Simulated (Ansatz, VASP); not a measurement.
# Cross-check of Ca2C between VASP and Ansatz, part 2 of 2

Wanted: the spread between two codes on one cell, functional and k mesh. The cell is generated by rule, not measured, and may not be a known phase. The cell comes out of the VASP series on this material, whose earlier steps may have relaxed, scaled or displaced it; both programs get it as it stands.

VASP 6.6.1 and Ansatz 0.2.0.

So far: Starting point; Ansatz: band structure, LDA, spin-orbit coupling; VASP: band structure, LDA, spin-orbit coupling.

### Step 3. VASP: band structure, LDA, spin-orbit coupling (continued)

Level of this step: LDA, spin-orbit coupling; plane waves and PAW (C, Ca_sv); invented cell (VASP).

Numbers of over 12 decimals in the logs are rounded to 6 here.

Parts of OUTCAR (step 3):

```text
ion  position               nearest neighbor table
   1  0.000  0.000  0.000-   3 2.54   2 2.54   3 2.54   2 2.54   3 2.54   3 2.54   2 2.54   2 2.54

  LATTYP: Found a face centered cubic cell.
 ALAT       =     5.8753400000

 Subroutine GETGRP returns: Found 48 space group operations
 (whereof 48 operations were pure point group operations)

The static configuration has the point symmetry O_h .

 Found     29 irreducible k-points:

   k-points           NKPTS =     29   k-points in BZ     NKDIM =     29   number of bands    NBANDS=     36

   dimension x,y,z NGX =    32 NGY =   32 NGZ =   32
   dimension x,y,z NGXF=    64 NGYF=   64 NGZF=   64

   ENCUT  =  520.0 eV  38.22 Ry    6.18 a.u.   7.72  7.72  7.72*2*pi/ulx,y,z

   NELECT =      24.0000    total number of electrons

 k-points in reciprocal lattice and weights: Automatic mesh
   0.00000000  0.00000000  0.00000000       0.002
   0.12500000  0.00000000  0.00000000       0.016
   0.25000000  0.00000000  0.00000000       0.016
   0.37500000  0.00000000  0.00000000       0.016
   0.50000000  0.00000000  0.00000000       0.008
   0.12500000  0.12500000  0.00000000       0.012
   0.25000000  0.12500000  0.00000000       0.047
   0.37500000  0.12500000  0.00000000       0.047
   0.50000000  0.12500000  0.00000000       0.047
[...]
-0.37500000  0.50000000  0.12500000       0.023
  -0.25000000  0.50000000  0.25000000       0.012

 average (electrostatic) potential at core
       1 -52.6559       2 -43.9056       3 -43.9056

 E-fermi :   4.2843

 k-point     1 :       0.0000    0.0000    0.0000
  band No.  band energies     occupation
    ...
     20       2.5841      1.00000
     21       2.5878      1.00000
     22       2.5878      1.00000
     23       2.5878      1.00000
     24       2.5878      1.00000
     25       5.6954      0.00000
     26       5.6954      0.00000
     27       5.7488      0.00000
     28       5.7488      0.00000
     29       5.7488      0.00000
    ...

 k-point     2 :       0.1250    0.0000    0.0000
  band No.  band energies     occupation
    ...
     20       2.3558      1.00000
     21       2.7070      1.00000
     22       2.7070      1.00000
     23       2.7107      1.00000
     24       2.7107      1.00000
     25       5.8856      0.00000
     26       5.8856      0.00000
     27       5.8875      0.00000
     28       5.8875      0.00000
     29       6.3421      0.00000
    ...

 k-point     3 :       0.2500    0.0000    0.0000
  band No.  band energies     occupation
    ...
     20       2.1103      1.00000
     21       3.0263      1.00000
     22       3.0263      1.00000
     23       3.0339      1.00000
     24       3.0339      1.00000
     25       6.2858      0.00000
     26       6.2858      0.00000
     27       6.2920      0.00000
     28       6.2920      0.00000
     29       7.4121      0.00000
    ...

  Total        3.1406875      3.1406875      3.1406875      0.0000000      0.0000000     -0.0000000
  in kB       99.2421780     99.2421780     99.2421780      0.0000000      0.0000000     -0.0000000
  external PRESSURE =      99.2421780 kB  Pullay stress =       0.0000000 kB

  energy-cutoff  :      520.00
  volume of cell :       50.70
      direct lattice vectors                 reciprocal lattice vectors
     0.000000000  2.937670000  2.937670000    -0.170202916  0.170202916  0.170202916
     2.937670000  0.000000000  2.937670000     0.170202916 -0.170202916  0.170202916
     2.937670000  2.937670000  0.000000000     0.170202916  0.170202916 -0.170202916

 POSITION                                       TOTAL-FORCE (eV/Angst)
 -----------------------------------------------------------------------------------
      0.00000      0.00000      0.00000         0.000000      0.000000      0.000000
      1.46883      1.46883      1.46883        -0.000000     -0.000000     -0.000000
      4.40650      4.40650      4.40650        -0.000000      0.000000      0.000000
 -----------------------------------------------------------------------------------
    total drift:                               -0.000000     -0.000000     -0.000000

  FREE ENERGIE OF THE ION-ELECTRON SYSTEM (eV)
  ---------------------------------------------------
  free  energy   TOTEN  =       -13.6271258378 eV

  energy  without entropy=      -13.6270084189  energy(sigma->0) =      -13.62706713

 Spin-Orbit-Coupling matrix elements
 Ion:    1  E_soc:     -0.0000203
 Ion:    2  E_soc:     -0.0063525
 Ion:    3  E_soc:     -0.0063525

 total charge
# of ion       s       p       d       tot
------------------------------------------
    1        0.849   1.422   0.000   2.272
    2        2.084   5.865   0.398   8.347
    3        2.084   5.865   0.398   8.347
--------------------------------------------------
tot          5.017  13.153   0.796  18.965

 magnetization (x)
# of ion       s       p       d       tot
------------------------------------------
    1       -0.000  -0.000   0.000  -0.000
    2        0.000  -0.000   0.000   0.000
    3        0.000  -0.000   0.000   0.000
--------------------------------------------------
tot          0.000  -0.000   0.000   0.000

 magnetization (y)
# of ion       s       p       d       tot
------------------------------------------
    1        0.000   0.000   0.000   0.000
    2        0.000  -0.000   0.000  -0.000
    3       -0.000  -0.000   0.000  -0.000
--------------------------------------------------
tot         -0.000  -0.000   0.000  -0.000

 magnetization (z)
# of ion       s       p       d       tot
------------------------------------------
    1        0.000   0.000   0.000   0.000
    2        0.000  -0.000   0.000   0.000
    3        0.000  -0.000   0.000  -0.000
--------------------------------------------------
tot          0.000  -0.000   0.000  -0.000

[... 3 further parts left out ...]
```

The run ends at a pressure of 9.92 GPa.

### Step 4. Differences

Known differences besides the PAW data sets themselves: spin-orbit coupling enters by fully relativistic files in Ansatz and inside the spheres in VASP; the two LDA forms differ slightly; the cutoff is 420 eV in Ansatz and 520 eV in VASP; Ansatz makes its cores anew for this functional, VASP keeps those of its LDA data sets. Total energies have different zeros and are not compared.

The two programs side by side:

```
      quantity  Ansatz  VASP  difference
pressure (GPa)    9.44  9.92       -0.49
```

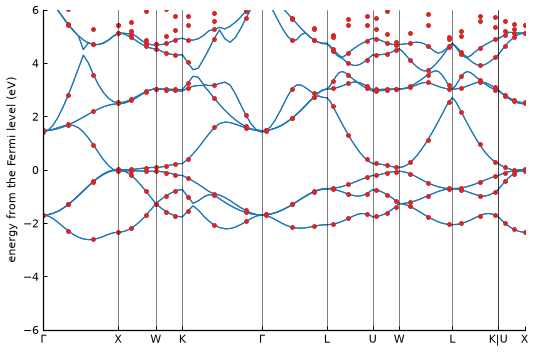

Bands from VASP (lines) and levels from Ansatz (dots). Dots without a line are higher empty bands that the VASP plot leaves out.

Levels from 3 eV below to 2 eV above the Fermi level differ by 9 meV r.m.s. and 18 meV at most; each VASP level is matched to the nearest of Ansatz, which flatters the figure a little. Ansatz's pressure holds a Pulay correction of 0.13 GPa; VASP's holds none.

### Step 5. Outcome

| Item | Value |
| --- | --- |
| r.m.s. difference of levels near the Fermi level (band structure, LDA, spin-orbit coupling) | 8.6 meV |

**Reading.** The r.m.s. difference of levels near the Fermi level is 8.6 meV (band structure, LDA, spin-orbit coupling), within the 80 meV picked in this series as the mark of a large difference. 1 further run on this material is not shown. Differences of this kind measure data sets and numerical settings, not the functional's error against experiment.

[Lines on the potential files, build, host, timing and source positions are cut from VASP's logs without a mark.]

[Logs are printed without paths, hosts, clocks, repeated set-up lines and the standing remarks that a program may print on its own settings, such as how far it seeks lower states.]

[Hosts, paths, dates, database ids (printed as entryN), source tags and the programs' standing remarks are cut or masked in the printed files.]
